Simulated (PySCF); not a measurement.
Molecule: CH₃FSn, SMILES [F][Sn][CH3]. Atoms near the plane z = 0.6 Å, at the PBE0/def2-SVP optimised geometry (x, y, z in Å): Sn1 (-0.5, -1.3, 0.0), F2 (1.5, -1.3, 0.0), C3 (-0.6, 0.9, 0.0), H4 (-1.5, 1.3, -0.5), H6 (-0.6, 1.2, 1.0).

Level of theory: PBE0/def2-TZVP, def2 effective core potentials past Kr run with PySCF. The core electrons that the potentials of Sn replace are not part of the density. The values are rescaled to run from 0 to 1.

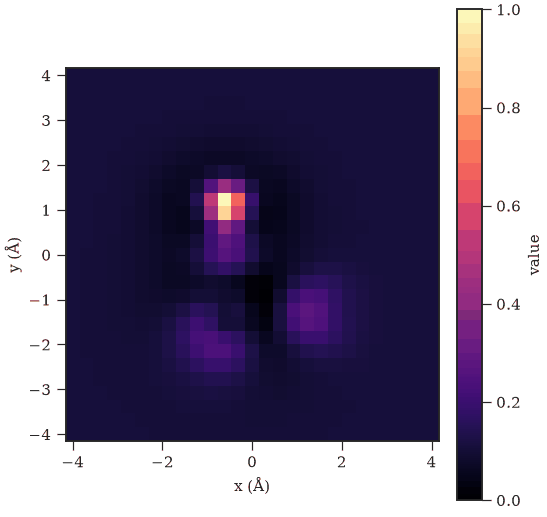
Figure. a field on the plane z = 0.6 Å.

Question: Which quantity is mapped?
A. electron localisation function
B. deformation density (molecule minus spherical neutral atoms)
C. electrostatic potential
D. an orbital amplitude

Answer: B, deformation density (molecule minus spherical neutral atoms). In full: deformation density (molecule minus spherical neutral atoms) (e/bohr³).
